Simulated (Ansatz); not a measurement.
SnH₄OBrCl: several calculations on one system

### Relaxation

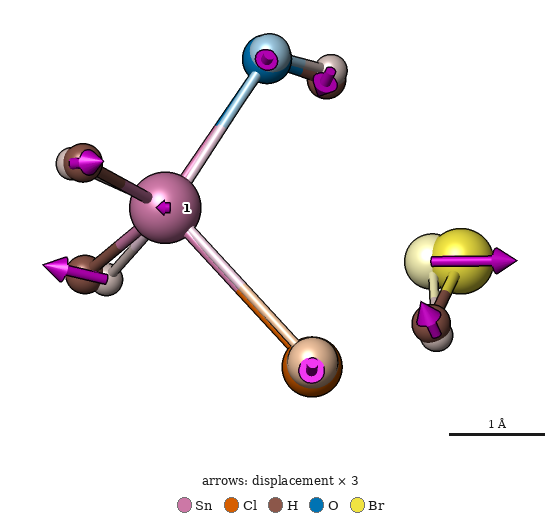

This is a relaxation of SnH4OBrCl. The starting structure is drawn faded, the final one solid; purple arrows show the displacements, magnified 3 times. The two geometries are superimposed by the best rigid fit.

The picture is a ball-and-stick view, seen from a free direction.

The run prepares an end point of a later path (reaction) calculation, from a guessed geometry.

Level of theory: RKS PBE0-D4/def2-SVP (Ansatz 0.2.0).

Input
```yaml
crystal:
  periodic: [false, false, false]
  atoms:
    - { symbol: Sn, position_ang: [0.256357, 0.012614, -0.026387] }
    - { symbol: Cl, position_ang: [0.391819, 0.192595, 2.365431] }
    - { symbol: H, position_ang: [1.854352, -0.197803, -0.567514] }
    - { symbol: H, position_ang: [-0.608585, 1.394173, -0.525181] }
    - { symbol: O, position_ang: [-0.645608, -1.682672, -0.454333] }
    - { symbol: H, position_ang: [-1.566332, -1.675995, -0.15552] }
    - { symbol: Br, position_ang: [-3.283397, -0.227634, 1.313984] }
    - { symbol: H, position_ang: [-2.160705, -0.046279, 2.293821] }
basis:
  gaussian: { orbitals: def2-SVP }
hamiltonian:
  xc: pbe0
  dispersion: d4
relax:
  f_tol: 0.03
  max_steps: 50
```

Run as
```bash
ansatz run input.yaml --threads 4 --pin off --max-ram 5120MiB --backend cpu --events-out ev --progress --plain --runs-dir out
```

### Describe the change and its energy.

Over 6 accepted moves (7 points after the start) the energy falls by 7.87 kJ/mol. The largest force component goes from 1 to 0.027 eV/Å. The line search rejected the trial step at point 4 of the run. Br7 moves most after the best rigid fit: 0.33 Å. By element the largest moves are Br 0.33 Å, H 0.24 Å, Cl 0.22 Å, O 0.11 Å, Sn 0.05 Å. Some distances before and after: Br7–H8 1.501 → 1.442 Å, Sn1–Cl2 2.402 → 2.389 Å. The run took 19 s on 4 threads of Arm Neoverse V1, with other jobs on the host, peak memory 0.3 GiB.

Limits of the set-up: the start holds two separate molecules, 2.6 Å apart at their closest, whose relative position is a soft coordinate.

### Relaxation

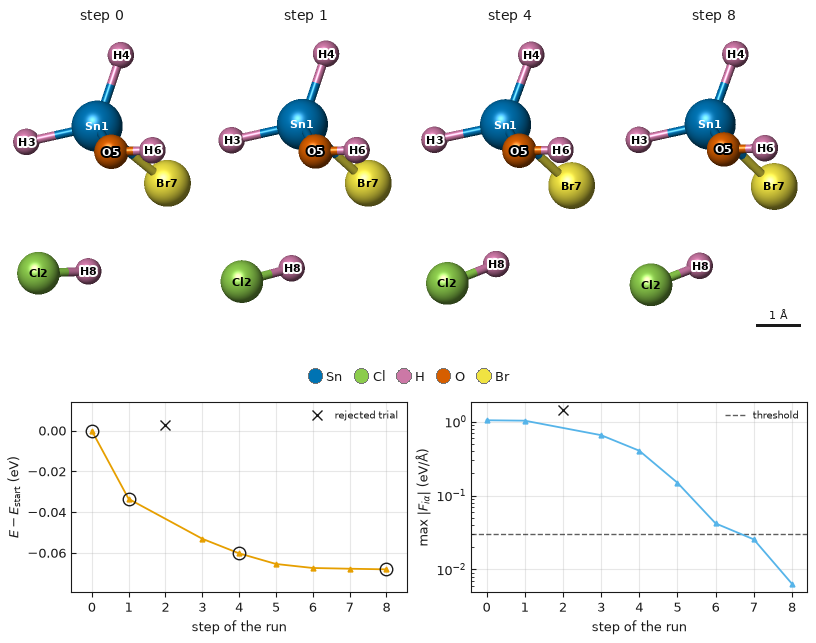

Frames of a relaxation of SnH$_{4}$OBrCl, marked on the history of the run. A ball-and-stick model, seen from a free direction.

The run prepares an end point of a later path (reaction) calculation, from a guessed geometry.

Theory: RKS PBE0-D4/def2-SVP in Ansatz. Settings: no spin polarisation; force threshold 0.03 eV/Å; at most 50 steps.

What happens along the run?

Answer. Over 7 accepted moves (8 points after the start) the energy falls by 0.068 eV. The largest force component goes from 1 to 0.0064 eV/Å. The line search rejected the trial step at point 2 of the run. The largest move after the best rigid fit is that of Cl2, 0.31 Å. By element the largest moves are Cl 0.31 Å, Br 0.15 Å, H 0.13 Å, O 0.06 Å, Sn 0.05 Å. Near-neighbour distances that change, for instance: Sn1–Br7 2.572 → 2.523 Å, Cl2–H8 1.331 → 1.296 Å, Sn1–H4 1.714 → 1.709 Å. The run took 21 s on 4 threads of Arm Neoverse V1, with other jobs on the host, peak memory 0.3 GiB. From step 0 to 1: Cl2 moves most (0.19 Å), energy −0.033 eV. From step 1 to 4: H8 moves most (0.10 Å), energy −0.027 eV. From step 4 to 8: Cl2 moves most (0.07 Å), energy −0.008 eV.

Limits of the set-up: the start holds two separate molecules, 2.7 Å apart at their closest, whose relative position is a soft coordinate.

### Path

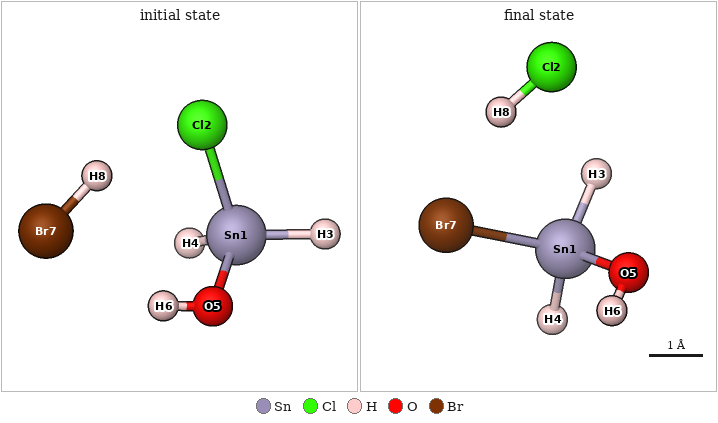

The two relaxed end points of a path for SnH4OBrCl, made up at the start of SnH3OCl and HBr. The picture is a ball-and-stick view, seen at a tilt.

The calculation used Ansatz 0.2.0, RKS PBE0-D4/def2-SVP.

Set-up: 5 movable images; climbing image; force threshold 0.05 eV/Å; iteration limit 60.

Start:
```xyz
8

Sn    0.2860    0.0382   -0.0629
Cl    0.2099    0.3053    2.3099
H     1.9054   -0.3003   -0.4525
H    -0.4411    1.4480   -0.6939
O    -0.7140   -1.6040   -0.4741
H    -1.6295   -1.5500   -0.1616
Br   -3.3174   -0.4328    1.5685
H    -2.0615   -0.1355    2.2109
```

End:
```xyz
8

Sn   -0.4967    0.1738   -0.3610
Cl    0.0340   -0.6625    3.4354
H     0.9369    0.5185    0.4745
H    -0.8035    0.9605   -1.8474
O    -0.5412   -1.7860   -0.5816
H    -1.3823   -2.1110   -0.9242
Br   -2.4546    0.8239    1.0915
H    -1.0547   -0.1482    2.9570
```

Q: Predict the minimum-energy path and its barrier.

A: Forward barrier 0.71 eV, backward barrier 0.69 eV, with image 3 at the top; the reaction energy is +0.02 eV. Breaking: Br7–H8 (1.44 → 1.79 at the top → 2.53 Å), Sn1–Cl2 (2.39 → 2.68 at the top → 3.92 Å). Forming: Cl2–H8 (2.32 → 1.48 at the top → 1.30 Å), Sn1–Br7 (3.98 → 2.88 at the top → 2.52 Å). The band converged in 20 iterations. The largest component of the band force went from 13 to 0.045 eV/Å. The climbing image converged on the top of the path. Its vibrational analysis gives one imaginary mode (246i cm⁻¹), as a transition state must have.

Energies of the converged images:

| image | path (Å) | E (eV) |
| --- | --- | --- |
| 0 | 0.00 | 0.000 |
| 1 | 0.58 | 0.057 |
| 2 | 1.16 | 0.350 |
| 3 | 1.75 | 0.710 |
| 4 | 3.09 | 0.144 |
| 5 | 4.43 | 0.029 |
| 6 | 5.77 | 0.017 |

The geometry at the top of the path:

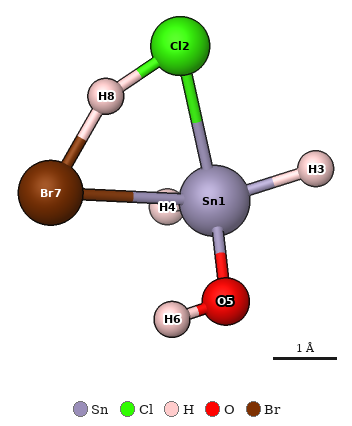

Limits of the set-up: the start holds two separate molecules, 2.3 Å apart at their closest, whose relative position is a soft coordinate.

Cost: 3.7 min on 4 threads of Arm Neoverse V1, on a shared host, peak memory 0.31 GiB.
